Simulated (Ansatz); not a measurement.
Starting cell, HfC (rock salt):

```xyz
4
Lattice="0.0000 4.6515 4.6515 2.3258 2.3258 4.6515 2.3258 2.3258 0.0000" Properties=species:S:1:pos:R:3 pbc="T T T"
C      0.0000     0.0000     0.0000
C      2.3258     4.6515     6.9773
Hf     2.3258     6.9773     6.9773
Hf     2.3258     4.6515     4.6515
```

The atoms are displaced by Q × the pattern below (from a DFPT mode at X = (0.5, 0.5, 0.0), largest move 1; Q in Å), at fixed cell. (q is in reciprocal vectors of the primitive cell; the cell shown is doubled to hold the pattern.)

```
atom      x      y       z
----  -----  -----  ------
C1    0.000  0.000   1.000
C2    0.000  0.000  -1.000
Hf3   0.000  0.000   0.001
Hf4   0.000  0.000  -0.001
```

The numbers are results of PBE (plane waves to 420 eV, PAW, scalar-relativistic; Ansatz, a first-principles code), not measurements. k mesh 17×17×17 (Γ-centred), Fermi-Dirac smearing 0.05 eV. Energies are smeared free energies. With partly filled bands, energies and forces of such displacements shift with the k mesh and the smearing. HfC is run without spin polarisation. HfC was relaxed with its symmetry unable to fall. Spin-orbit coupling is left out, though Hf is heavy. The zero of ΔE is the undisplaced structure.

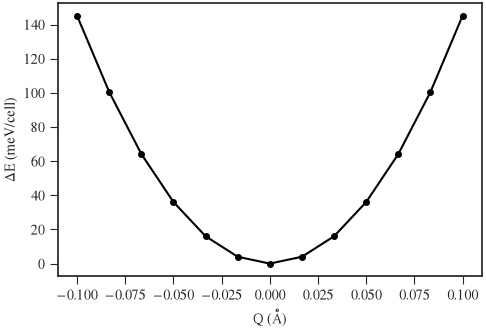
ΔE (meV/cell) against Q (Å); markers are the computed points, lines only join them.

What is the energy change at Q = 0.100 Å?

About 150 meV/cell.

What harmonic wavenumber does the curvature at Q = 0 give?

About 570 cm⁻¹.

(A displaced cell: forces are minus the slopes of the energy, force constants its curvatures, and phonons follow from these.)
